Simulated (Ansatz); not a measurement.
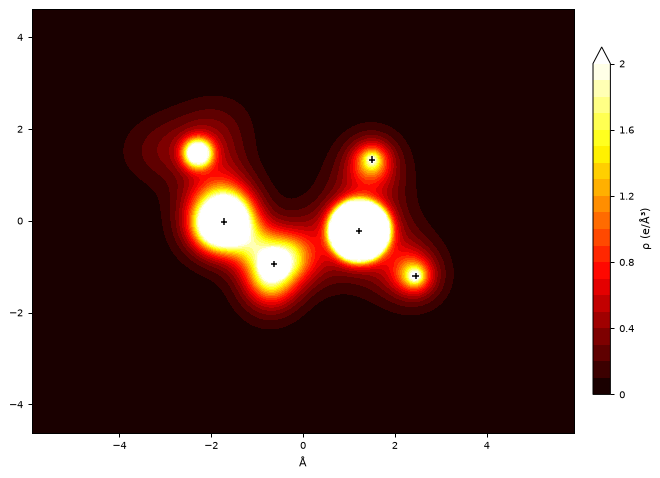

The electron density on a plane through atoms (crosses mark nuclei in the plane).

All numbers below come from RKS PBE0-D4/def2-TZVPP in Ansatz 0.2.0.

Candidates:
A. C₂H₈GaNSi (SMILES [GaH2][CH2]N1C[SiH2]1)
B. H₂MoO₄ (SMILES [O]=[Mo](=[O])([OH])[OH])
C. C₂H₆AlFS

> Which system is this?

Candidate A: C₂H₈GaNSi on the plane of atoms C2, Ga1 and H7, which holds Ga, C, N and H. C–N (1.44 Å): the density is about 1.9 e/Å³ at the midpoint. C–Ga (2.00 Å): ρ at the midpoint is about 0.77 e/Å³.
